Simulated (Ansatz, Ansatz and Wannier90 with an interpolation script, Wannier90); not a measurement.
# PbIF (P4/nmm): quasiparticle bands by Wannier interpolation, part 2 of 4

Wanted: quasiparticle gap and band widths of PbIF (P4/nmm) over the whole zone.

Ansatz 0.2.0; LDA, Wannier functions and G0W0, plane waves, PAW. Known limits of the many-body steps: not at the basis limit; no spin-orbit coupling; coarse k mesh.

So far. Step 2 (LDA bands): The gap is direct, at (0.000, 0.000, 0.500).

### Step 4. Wannier functions by Wannier90 (F:2p I:5p Pb:6p) on 8×8×4

Localised functions give a small Hamiltonian that interpolates between mesh points at no cost.

This step: maximally localised Wannier functions from the overlaps of LDA states (plane waves, PAW).

Input file w.win:

```
num_iter = 1200
conv_tol = 1.0e-8
conv_window = 5
dis_num_iter = 4000
dis_conv_tol = 1.0e-8
dis_mix_ratio = 0.7
write_hr = true
use_ws_distance = false
num_print_cycles = 50
! ansatz wannier90 interface
! projections by site (counted from 0) and shell: 4 2P, 5 2P, 2 5P, 3 5P, 0 6P, 1 6P
! states of the run's bands (counted from 1): 1-46
num_bands = 46
num_wann  = 18
dis_win_min = 1.39
dis_win_max = 13.76
dis_froz_min = 1.39
dis_froz_max = 10.76
guiding_centres = true

begin unit_cell_cart
Ang
                   4.2374                      0.0                      0.0
                      0.0                   4.2374                      0.0
                      0.0                      0.0                      8.8
end unit_cell_cart

begin atoms_frac
Pb                       0.5                      0.0                  0.16392
Pb                       0.0                      0.5                  0.83608
I                        0.5                      0.0                  0.66297
I                        0.0                      0.5                  0.33703
F                        0.0                      0.0                      0.0
F                        0.5                      0.5                      0.0
end atoms_frac

mp_grid = 8 8 4

[... the mesh's points ...]
```

The run is started by

```
> OMP_NUM_THREADS=1 mpirun -n 4 wannier90.x w > wannier90.x.log
```

Log:

```text
TEM
                                    ------

                              Lattice Vectors (Ang)
                    a_1     4.237400   0.000000   0.000000
                    a_2     0.000000   4.237400   0.000000
                    a_3     0.000000   0.000000   8.800000

                   Unit Cell Volume:     158.00892  (Ang^3)

                        Reciprocal-Space Vectors (Ang^-1)
                    b_1     1.482793   0.000000   0.000000
                    b_2     0.000000   1.482793   0.000000
                    b_3     0.000000   0.000000   0.713998

 *----------------------------------------------------------------------------*
 |   Site       Fractional Coordinate          Cartesian Coordinate (Ang)     |
 +----------------------------------------------------------------------------+
 | pb   1   0.50000   0.00000   0.16392   |    2.11870   0.00000   1.44250    |
 | pb   2   0.00000   0.50000   0.83608   |    0.00000   2.11870   7.35750    |
 | i    1   0.50000   0.00000   0.66297   |    2.11870   0.00000   5.83414    |
 | i    2   0.00000   0.50000   0.33703   |    0.00000   2.11870   2.96586    |
 | f    1   0.00000   0.00000   0.00000   |    0.00000   0.00000   0.00000    |
 | f    2   0.50000   0.50000   0.00000   |    2.11870   2.11870   0.00000    |
 *----------------------------------------------------------------------------*
                                ------------
                                K-POINT GRID
                                ------------

             Grid size =  8 x  8 x  4      Total points =  256

 *---------------------------------- MAIN ------------------------------------*
 |  Number of Wannier Functions               :                18             |
 |  Number of Objective Wannier Functions     :                18             |
 |  Number of input Bloch states              :                46             |
 |  Output verbosity (1=low, 5=high)          :                 1             |
 |  Timing Level (1=low, 5=high)              :                 1             |
 |  Optimisation (0=memory, 3=speed)          :                 3             |
 |  Length Unit                               :               Ang             |
 |  Post-processing setup (write *.nnkp)      :                 F             |
 |  Using Gamma-only branch of algorithms     :                 F             |
 *----------------------------------------------------------------------------*
 *------------------------------- WANNIERISE ---------------------------------*
 |  Total number of iterations                :              1200             |
 |  Number of CG steps before reset           :                 5             |
 |  Trial step length for line search         :             2.000             |
 |  Convergence tolerence                     :         0.100E-07             |
 |  Convergence window                        :                 5             |
 |  Iterations between writing output         :                50             |
 |  Iterations between backing up to disk     :               100             |
 |  Write r^2_nm to file                      :                 F             |
 |  Write xyz WF centres to file              :                 F             |
 |  Write on-site energies <0n|H|0n> to file  :                 F             |
 |  Use guiding centre to control phases      :                 T             |
 |  Use phases for initial projections        :                 F             |
 |  Iterations before starting guiding centres:                 0             |
 |  Iterations between using guiding centres  :                 1             |
 *----------------------------------------------------------------------------*
 *------------------------------- DISENTANGLE --------------------------------*
 |  Using band disentanglement                :                 T             |
 |  Total number of iterations                :              4000             |
 |  Mixing ratio                              :             0.700             |
 |  Convergence tolerence                     :         1.000E-08             |
 |  Convergence window                        :                 3             |
 *----------------------------------------------------------------------------*
 *-------------------------------- PLOTTING ----------------------------------*
 |  Plotting Hamiltonian in WF basis          :                 T             |
 *----------------------------------------------------------------------------*

 *---------------------------------- K-MESH ----------------------------------*
 +----------------------------------------------------------------------------+
 |                    Distance to Nearest-Neighbour Shells                    |
 |                    ------------------------------------                    |
 |          Shell             Distance (Ang^-1)          Multiplicity         |
 |          -----             -----------------          ------------         |
 |             1                   0.178500                      2            |
 |             2                   0.185349                      4            |
 |             3                   0.257325                      8            |
 |             4                   0.262123                      4            |
[...]
|            ---        --------------------------------                     |
 |             1         0.000000    0.000000    0.178500                     |
 |             2         0.000000    0.185349    0.000000                     |
 |             3         0.185349    0.000000    0.000000                     |
 +----------------------------------------------------------------------------+

 Starting a new Wannier90 calculation ...

 Reading overlaps from w.mmn    : ansatz wannier90 interface

 Reading projections from w.amn : ansatz wannier90 interface

 *------------------------------- DISENTANGLE --------------------------------*
 +----------------------------------------------------------------------------+
 |                              Energy  Windows                               |
 |                              ---------------                               |
 |                   Outer:    1.39000  to   13.76000  (eV)                   |
 |                   Inner:    1.39000  to   10.76000  (eV)                   |
 +----------------------------------------------------------------------------+
   Number of target bands to extract:   18

                   Unitarised projection of Wannier functions
                   ------------------------------------------
   A_mn = <psi_m|g_n> --> S = A.A^+ --> U = S^-1/2.A
   In dis_project... done
   Using an inner window (linner = T)
   In dis_proj_froz... done

                   Extraction of optimally-connected subspace
                   ------------------------------------------
 +---------------------------------------------------------------------+<-- DIS
 |  Iter     Omega_I(i-1)      Omega_I(i)      Delta (frac.)    Time   |<-- DIS
 +---------------------------------------------------------------------+<-- DIS
       1      40.98559698      40.85395217       3.222E-03      0.00    <-- DIS
       2      40.88891162      40.84260769       1.134E-03      0.01    <-- DIS
       3      40.85796722      40.84003163       4.392E-04      0.02    <-- DIS

             <<<      Delta < 1.000E-08  over  3 iterations     >>>
             <<< Disentanglement convergence criteria satisfied >>>

        Final Omega_I    40.83890201 (Ang^2)

 +----------------------------------------------------------------------------+

 Writing checkpoint file w.chk... done

 *------------------------------- WANNIERISE ---------------------------------*
 +--------------------------------------------------------------------+<-- CONV
 | Iter  Delta Spread     RMS Gradient      Spread (Ang^2)      Time  |<-- CONV
 +--------------------------------------------------------------------+<-- CONV

 ------------------------------------------------------------------------------
 Initial State
  WF centre and spread    1  (  0.000000, -0.000000,  0.000000 )     1.10051978
  WF centre and spread    2  (  0.000000, -0.000000,  0.102154 )     1.19282650
  WF centre and spread    3  ( -0.000000,  0.000000, -0.102154 )     1.19282650
  WF centre and spread    4  (  2.118700,  2.118700, -0.000000 )     1.10051978
  WF centre and spread    5  (  2.118700,  2.118700, -0.102154 )     1.19282650
  WF centre and spread    6  (  2.118700,  2.118700,  0.102154 )     1.19282650
  WF centre and spread    7  (  2.118700, -0.000000,  5.817828 )     2.37848067
  WF centre and spread    8  (  2.118700,  0.000000,  5.792554 )     2.30970706
  WF centre and spread    9  (  2.118700,  0.000000,  5.792554 )     2.30970706
  WF centre and spread   10  ( -0.000000,  2.118700,  2.982172 )     2.37848067
[...]
Sum of centres and spreads ( 19.068300, 19.068300, 52.800000 )    43.21657202

      0     0.432E+02     0.0000000000       43.2165720177       0.28  <-- CONV
        O_D=      0.0951691 O_OD=      2.2825009 O_TOT=     43.2165720 <-- SPRD
 ------------------------------------------------------------------------------
 Cycle:      1
[...]
Sum of centres and spreads ( 19.068300, 19.068300, 52.800000 )    42.94716727

      1    -0.269E+00     0.4499046222       42.9471672736       0.31  <-- CONV
        O_D=      0.0964641 O_OD=      2.0118011 O_TOT=     42.9471673 <-- SPRD
 Delta: O_D=  0.1295019E-02 O_OD= -0.2706998E+00 O_TOT= -0.2694047E+00 <-- DLTA
 ------------------------------------------------------------------------------

             <<<     Delta < 1.000E-08  over  5 iterations     >>>
             <<< Wannierisation convergence criteria satisfied >>>

 Final State
[...]
WF centre and spread   14  (  2.118700, -0.000000,  1.667739 )     3.64612137
  WF centre and spread   15  (  2.118700,  0.000000,  1.667739 )     3.64612137
  WF centre and spread   16  (  0.000000,  2.118700,  7.098220 )     3.47937500
  WF centre and spread   17  (  0.000000,  2.118700,  7.132261 )     3.64612137
  WF centre and spread   18  ( -0.000000,  2.118700,  7.132261 )     3.64612137
  Sum of centres and spreads ( 19.068300, 19.068300, 52.800000 )    42.70214123

         Spreads (Ang^2)       Omega I      =    40.838902008
        ================       Omega D      =     0.087958637
                               Omega OD     =     1.775280582
    Final Spread (Ang^2)       Omega Total  =    42.702141228
 ------------------------------------------------------------------------------

 Writing checkpoint file w.chk... done

 *---------------------------------------------------------------------------*
 |                               PLOTTING                                    |
 *---------------------------------------------------------------------------*

 *===========================================================================*
 |                             TIMING INFORMATION                            |
 *===========================================================================*
 |    Tag                                                Ncalls      Time (s)|
 |---------------------------------------------------------------------------|
 |kmesh: get                                        :         1         0.072|
 |overlap: read                                     :         1         2.618|
 |dis: main                                         :         1         0.311|
 |wann: main                                        :         1         1.003|
 |plot: main                                        :         1         0.258|
 *---------------------------------------------------------------------------*
 All done: wannier90 exiting
```

The job ended after 5.5 s (4 MPI ranks of Arm Neoverse V1, shared host; 21 s of CPU time).

This step gave:

* gauge-invariant spread: 40.84 Å²
* diagonal spread: 0.08796 Å²
* off-diagonal spread: 1.775 Å²
* total spread: 42.70 Å²
* disentanglement steps: 23
* r.m.s. interpolation error: 5.71e-4 eV
* r.m.s. error near the gap: 7.65e-4 eV

Near the gap the model misses directly solved bands by 0.8 meV r.m.s. and by 7 meV at most in the window tested. This tests the starting bands, not the corrections carried with them.

Wannier functions, by row:

```
function  x (Å)  y (Å)   z (Å)  spread (Å²)  nearest atom  distance (Å)
       1      0      0       0        1.086            F5             0
       2      0      0   0.105        1.177            F5         0.105
       3      0      0  -0.105        1.177            F5         0.105
       4  2.119  2.119       0        1.086            F6             0
       5  2.119  2.119  -0.105        1.177            F6         0.105
       6  2.119  2.119   0.105        1.177            F6         0.105
       7  2.119      0   5.813        2.397            I3         0.021
       8  2.119      0   5.789        2.371            I3         0.045
       9  2.119      0   5.789        2.371            I3         0.045
      10      0  2.119   2.987        2.397            I4         0.021
      11      0  2.119   3.011        2.371            I4         0.045
      12      0  2.119   3.011        2.371            I4         0.045
      13  2.119      0   1.702        3.479           Pb1         0.259
      14  2.119      0   1.668        3.646           Pb1         0.225
      15  2.119      0   1.668        3.646           Pb1         0.225
      16      0  2.119   7.098        3.479           Pb2         0.259
      17      0  2.119   7.132        3.646           Pb2         0.225
      18      0  2.119   7.132        3.646           Pb2         0.225
```

Frozen up to 4.16 eV; above it the model need not follow the bands. The electronic bands at the labelled points (eV, zero at the valence-band top):

```
    point  band 35  band 36  band 37  band 38  band 39  band 40  band 41  band 42
        Γ    -1.14    -0.83    -0.83    -0.32     1.99     3.23     4.98     4.98
        X    -0.63    -0.63    -0.47    -0.47     3.32     3.32     3.95     3.95
        M    -1.83    -1.83    -0.91    -0.91     2.76     2.76     3.70     3.70
        Γ    -1.14    -0.83    -0.83    -0.32     1.99     3.23     4.98     4.98
        Z    -1.29    -0.66    -0.66     0.00     1.56     3.11     4.75     4.75
        R    -0.73    -0.73    -0.48    -0.48     3.29     3.29     3.96     3.96
        A    -2.46    -2.46    -1.02    -1.02     3.56     3.56     3.58     3.58
        Z    -1.29    -0.66    -0.66     0.00     1.56     3.11     4.75     4.75
jump to X    -0.63    -0.63    -0.47    -0.47     3.32     3.32     3.95     3.95
        R    -0.73    -0.73    -0.48    -0.48     3.29     3.29     3.96     3.96
jump to M    -1.83    -1.83    -0.91    -0.91     2.76     2.76     3.70     3.70
        A    -2.46    -2.46    -1.02    -1.02     3.56     3.56     3.58     3.58
```

The same for Kohn-Sham, solved directly:

```
point  band 35  band 36  band 37  band 38  band 39  band 40  band 41  band 42
    Γ    -1.14    -0.83    -0.83    -0.32     1.99     3.23     4.98     4.98
    X    -0.63    -0.63    -0.47    -0.47     3.32     3.32     3.95     3.95
    M    -1.83    -1.83    -0.91    -0.91     2.76     2.76     3.70     3.70
    Γ    -1.14    -0.83    -0.83    -0.32     1.99     3.23     4.98     4.98
    Z    -1.29    -0.66    -0.66     0.00     1.56     3.11     4.75     4.75
    R    -0.74    -0.74    -0.48    -0.48     3.29     3.29     3.96     3.96
    A    -2.46    -2.46    -1.02    -1.02     3.56     3.56     3.58     3.58
    Z    -1.29    -0.66    -0.66     0.00     1.56     3.11     4.75     4.75
    X    -0.63    -0.63    -0.47    -0.47     3.32     3.32     3.95     3.95
    R    -0.74    -0.74    -0.48    -0.48     3.29     3.29     3.96     3.96
    M    -1.83    -1.83    -0.91    -0.91     2.76     2.76     3.70     3.70
    A    -2.46    -2.46    -1.02    -1.02     3.56     3.56     3.58     3.58
```

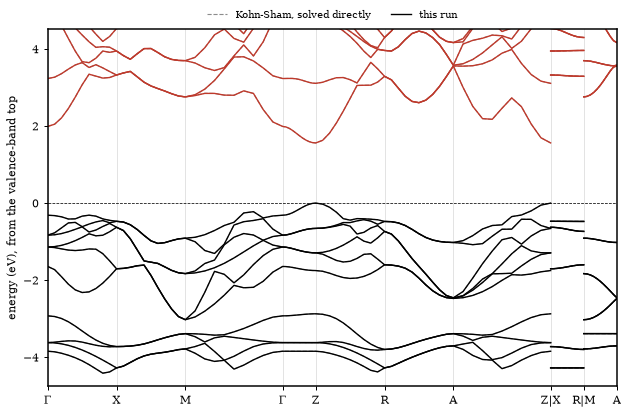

Electronic bands along the path; lines of filled and empty bands in two colours; dashed: Kohn-Sham, solved directly.

(Continued in part 3 of 4.)

[Paths, hosts, dates, memory and timing lines, banners, echoed tables and standing remarks are left out of the program output.]

[Logs are printed without paths, hosts, clocks, repeated set-up lines and the standing remarks that a program may print on its own settings, such as how far it seeks lower states.]

[Runs of the session that timed out or met a known fault of the program may be left out.]

[Hosts, paths, dates, database ids (printed as entryN), source tags and the programs' standing remarks are cut or masked in the printed files.]
